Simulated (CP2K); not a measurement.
**C3H5BO (SMILES OCB1C=C1): IPEA1-xTB**

Aim: the energy difference between two shapes of C3H5BO at IPEA1-xTB, from 2 runs. 

The calculation is run with CP2K 2026.2.

1 further run of the same task is left out (set aside as unsound or not needed).

**1. The structure to begin with**

The species is C3H5BO (10 atoms), meant as a singlet with charge 0. As SMILES, `OCB1C=C1`. Geometry: relaxed at GFN2-xTB. This is one conformer, not always the lowest.

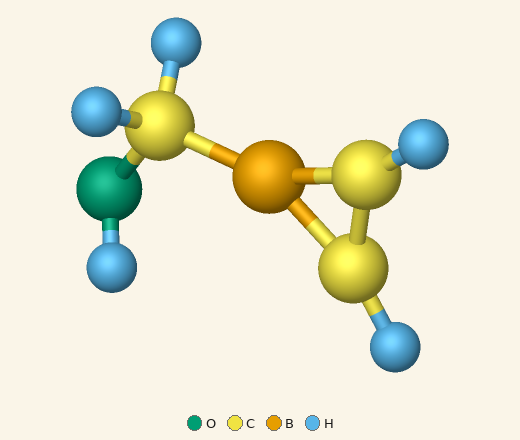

Viewed from a chosen angle; oxygen teal, carbon yellow, boron amber, hydrogen blue.

**2. Energy and gradient at IPEA1-xTB**

The input, molecule.pdb:

```
HETATM    1 O    MOL A   1      -1.207  -1.817   0.365  1.00  0.00           O
HETATM    2 C    MOL A   1      -0.220  -1.215  -0.473  1.00  0.00           C
HETATM    3 B    MOL A   1       0.265   0.216  -0.047  1.00  0.00           B
HETATM    4 C    MOL A   1       0.182   1.445   0.784  1.00  0.00           C
HETATM    5 C    MOL A   1       1.109   1.428  -0.203  1.00  0.00           C
HETATM    6 H    MOL A   1      -1.849  -1.146   0.613  1.00  0.00           H
HETATM    7 H    MOL A   1       0.611  -1.927  -0.482  1.00  0.00           H
HETATM    8 H    MOL A   1      -0.603  -1.183  -1.507  1.00  0.00           H
HETATM    9 H    MOL A   1      -0.149   2.119   1.547  1.00  0.00           H
HETATM   10 H    MOL A   1       1.861   2.081  -0.597  1.00  0.00           H
END
```

The input, gas.inp:

```
&FORCE_EVAL
    METHOD QS
    &DFT
        CHARGE 0
        MULTIPLICITY 1
        &QS
            METHOD XTB
            EPS_DEFAULT 1.0E-10
            &XTB
                GFN_TYPE TBLITE
                &TBLITE
                    METHOD IPEA1
                &END TBLITE
                CHECK_ATOMIC_CHARGES F
            &END XTB
        &END QS
        ! isolated system
        &POISSON
            PERIODIC NONE
            POISSON_SOLVER ANALYTIC
        &END POISSON
        ! SCF settings
        &SCF
            SCF_GUESS ATOMIC
            EPS_SCF 1.0E-06
            MAX_SCF 150
            ADDED_MOS 8
            &DIAGONALIZATION
                ALGORITHM STANDARD
            &END DIAGONALIZATION
            &MIXING
                METHOD DIRECT_P_MIXING
                ALPHA 0.4
            &END MIXING
        &END SCF
        ! extra output
        &PRINT
            &MOMENTS
                PERIODIC F
                REFERENCE COM
                MAX_MOMENT 1
            &END MOMENTS
            &MO ON
                ENERGIES T
                OCCUPATION_NUMBERS T
                NDIGITS 6
                &EACH
                    QS_SCF 0
                &END EACH
                ADD_LAST NUMERIC
            &END MO
            &HIRSHFELD OFF
            &END HIRSHFELD
        &END PRINT
    &END DFT
    &SUBSYS
        &CELL
            ABC [angstrom] 15.7 16 15.1
            PERIODIC NONE
        &END CELL
        &TOPOLOGY
            COORD_FILE_NAME molecule.pdb
            COORD_FILE_FORMAT PDB
            CONN_FILE_FORMAT OFF
            &CENTER_COORDINATES
            &END CENTER_COORDINATES
        &END TOPOLOGY
    &END SUBSYS
    ! extra output
    &PRINT
        &FORCES ON
        &END FORCES
    &END PRINT
&END FORCE_EVAL

&GLOBAL
    PROJECT gas
    RUN_TYPE ENERGY_FORCE
    PRINT_LEVEL MEDIUM
&END GLOBAL
```

Command:

```console
$ OMP_NUM_THREADS=1 cp2k.psmp gas.inp > gas.out
```

What it wrote:

```text
CP2K| version string:                                       CP2K version 2026.2
[...]
 GLOBAL| Method name                                                        CP2K
[...]
 GLOBAL| Run type                                                   ENERGY_FORCE
[...]
                             - Atoms:                                         10
[...]
                             - Spherical basis functions:                     35
[...]
 Number of electrons:                                                         26
[...]
  *** SCF run converged in    16 steps ***
[...]
  Fermi energy:                                                -0.26152807225412
[...]
 TB_DIPOLE| Moment [Debye]          0.34550334       1.76546608      -0.25687577
 TB_DIPOLE| Derivative [a.u.]       0.00000000       0.00000000       0.00000000
[...]
 ENERGY| Total FORCE_EVAL ( QS ) energy [hartree]            -16.218629731361556
 FORCES| Atomic forces [hartree/bohr]
 FORCES|   Atom     x               y               z               |f|
 FORCES|      1  8.51418897E-03  3.91584190E-03 -1.32391666E-03   9.46456480E-03
 FORCES|      2 -6.48343406E-03 -9.57792130E-03  3.70086098E-03   1.21436348E-02
 FORCES|      3 -6.47914050E-03 -1.63608273E-02 -4.21605313E-03   1.80950555E-02
 FORCES|      4 -2.19340645E-02  7.30130239E-03  2.88065267E-02   3.69354597E-02
 FORCES|      5  2.92726769E-02  7.67403524E-03 -2.54819008E-02   3.95614421E-02
 FORCES|      6 -6.79877451E-03  3.13405930E-04  8.68620813E-04   6.86119962E-03
 FORCES|      7  1.66050889E-03 -1.97025482E-03 -2.42704523E-03   3.53973762E-03
 FORCES|      8  9.71123755E-04  7.60689145E-04 -2.68362898E-03   2.95357306E-03
 FORCES|      9  1.28706927E-04  4.08286233E-03  1.93367528E-03   4.51945022E-03
 FORCES|     10  1.14820818E-03  3.86086649E-03  8.22861044E-04   4.11117652E-03
 FORCES| Sum    -1.17527515E-16  1.71737624E-16 -4.62954328E-17
 FORCES| Total atomic force                                       2.13189577E-16
[...]
```

It took 1.1 s on 1 thread of Intel Xeon Platinum 8259CL at 2.50GHz (Skylake/Cascade Lake), shared host; peak memory 0.19 GiB.

**3. The distorted shape, same level**

The input, molecule.pdb:

```
HETATM    1 O    MOL A   1      -1.173  -1.776   0.461  1.00  0.00           O
HETATM    2 C    MOL A   1      -0.284  -1.211  -0.541  1.00  0.00           C
HETATM    3 B    MOL A   1       0.221   0.137  -0.051  1.00  0.00           B
HETATM    4 C    MOL A   1       0.211   1.368   0.825  1.00  0.00           C
HETATM    5 C    MOL A   1       1.020   1.299  -0.137  1.00  0.00           C
HETATM    6 H    MOL A   1      -1.949  -1.061   0.620  1.00  0.00           H
HETATM    7 H    MOL A   1       0.582  -1.947  -0.497  1.00  0.00           H
HETATM    8 H    MOL A   1      -0.531  -1.191  -1.595  1.00  0.00           H
HETATM    9 H    MOL A   1      -0.232   2.084   1.546  1.00  0.00           H
HETATM   10 H    MOL A   1       1.893   2.067  -0.560  1.00  0.00           H
END
```

The input, calc.inp:

```
&GLOBAL
  PROJECT calc
  RUN_TYPE ENERGY_FORCE
  PRINT_LEVEL MEDIUM
&END

&FORCE_EVAL
  METHOD QUICKSTEP
  &DFT
    # Quickstep
    &QS
      METHOD XTB
      EPS_DEFAULT 1.0E-10
      &XTB
        GFN_TYPE TBLITE
        &TBLITE
          METHOD IPEA1
        &END
        CHECK_ATOMIC_CHARGES F
      &END
    &END
    &POISSON
      PERIODIC NONE
      POISSON_SOLVER ANALYTIC
    &END
    # self-consistent field
    &SCF
      SCF_GUESS ATOMIC
      EPS_SCF 1.0E-06
      MAX_SCF 150
      ADDED_MOS 8
      &DIAGONALIZATION
        ALGORITHM STANDARD
      &END
      &MIXING
        METHOD DIRECT_P_MIXING
        ALPHA 0.4
      &END
    &END
    &PRINT
      &MOMENTS
        PERIODIC F
        REFERENCE COM
        MAX_MOMENT 1
      &END
      &MO ON
        ENERGIES T
        OCCUPATION_NUMBERS T
        NDIGITS 6
        &EACH
          QS_SCF 0
        &END
        ADD_LAST NUMERIC
      &END
      &HIRSHFELD OFF
      &END
    &END
  &END
  &SUBSYS
    # vacuum box
    &CELL
      ABC 15.8 16 15.1
      PERIODIC NONE
    &END
    &TOPOLOGY
      COORD_FILE_NAME molecule.pdb
      COORD_FILE_FORMAT PDB
      CONN_FILE_FORMAT OFF
      &CENTER_COORDINATES
      &END
    &END
  &END
  # extra output
  &PRINT
    &FORCES ON
    &END
  &END
&END
```

Command:

```console
$ OMP_NUM_THREADS=1 cp2k.psmp -i calc.inp > calc.out 2>&1
```

What it wrote:

```text
CP2K| version string:                                       CP2K version 2026.2
[...]
 GLOBAL| Method name                                                        CP2K
[...]
 GLOBAL| Run type                                                   ENERGY_FORCE
[...]
                             - Atoms:                                         10
[...]
                             - Spherical basis functions:                     35
[...]
 Number of electrons:                                                         26
[...]
  *** SCF run converged in    18 steps ***
[...]
  Fermi energy:                                                -0.26081078683585
[...]
 TB_DIPOLE| Moment [Debye]         -0.00154983       1.40338300      -0.51093413
 TB_DIPOLE| Derivative [a.u.]       0.00000000       0.00000000       0.00000000
[...]
 ENERGY| Total FORCE_EVAL ( QS ) energy [hartree]            -16.154306575478273
 FORCES| Atomic forces [hartree/bohr]
 FORCES|   Atom     x               y               z               |f|
 FORCES|      1 -5.99251551E-02  6.05398133E-02 -2.28886956E-02   8.82042266E-02
 FORCES|      2  2.74621783E-02 -5.28104321E-02  4.43183916E-02   7.42107324E-02
 FORCES|      3 -3.49797434E-02 -3.59262933E-02  9.44366284E-03   5.10241488E-02
 FORCES|      4 -1.43272939E-01  2.00367612E-02  1.43539892E-01   2.03794767E-01
 FORCES|      5  2.38928620E-01  1.29417148E-01 -1.65487213E-01   3.18153581E-01
 FORCES|      6  5.51979877E-02 -5.86813412E-02 -1.17320543E-02   8.14122764E-02
 FORCES|      7 -1.70492368E-02  1.42212612E-02 -4.95715969E-03   2.27484984E-02
 FORCES|      8 -2.49138552E-02 -6.76404646E-03 -6.33074689E-03   2.65806482E-02
 FORCES|      9  1.91637968E-02 -1.68280581E-02 -1.24755099E-02   2.83914246E-02
 FORCES|     10 -6.06116537E-02 -5.32048127E-02  2.65694329E-02   8.49144241E-02
 FORCES| Sum     5.55111512E-17  2.08166817E-16  1.42247325E-16
 FORCES| Total atomic force                                       2.58165089E-16
[...]
```

Run time: 1.1 s. Hardware: 1 thread of Intel Xeon Platinum 8259CL at 2.50GHz (Skylake/Cascade Lake), shared host; peak memory 0.19 GiB.

**4. Results**

At IPEA1-xTB:

| quantity | value |
| --- | --- |
| first shape: total energy | -16.21863 Eh |
| first shape: dipole moment (from atomic charges alone) | 1.82 D |
| first shape: HOMO energy | -11.96 eV |
| first shape: LUMO energy | -6.22 eV |
| first shape: HOMO–LUMO gap | 5.74 eV |
| first shape: largest force on an atom | 2.034 eV/Å |
| distorted shape: total energy | -16.15431 Eh |
| distorted shape: dipole moment (from atomic charges alone) | 1.49 D |
| distorted shape: HOMO energy | -11.86 eV |
| distorted shape: LUMO energy | -6.20 eV |
| distorted shape: HOMO–LUMO gap | 5.66 eV |
| distorted shape: largest force on an atom | 16.360 eV/Å |
| energy change with the atoms displaced | 1.750 eV |

In words: With the atoms displaced the energy rises by 1.75 eV (40 kcal/mol). The first shape isn't relaxed at this level, so the change isn't measured from a minimum. The largest force (first shape) is 2.03 eV/Å: the shape isn't a stationary point for this species at this level. The dipole (first shape) comes from point charges on the atoms alone, without atomic dipoles, so it is partial. The dipole (distorted shape) comes from point charges on the atoms alone, without atomic dipoles, so it is partial.
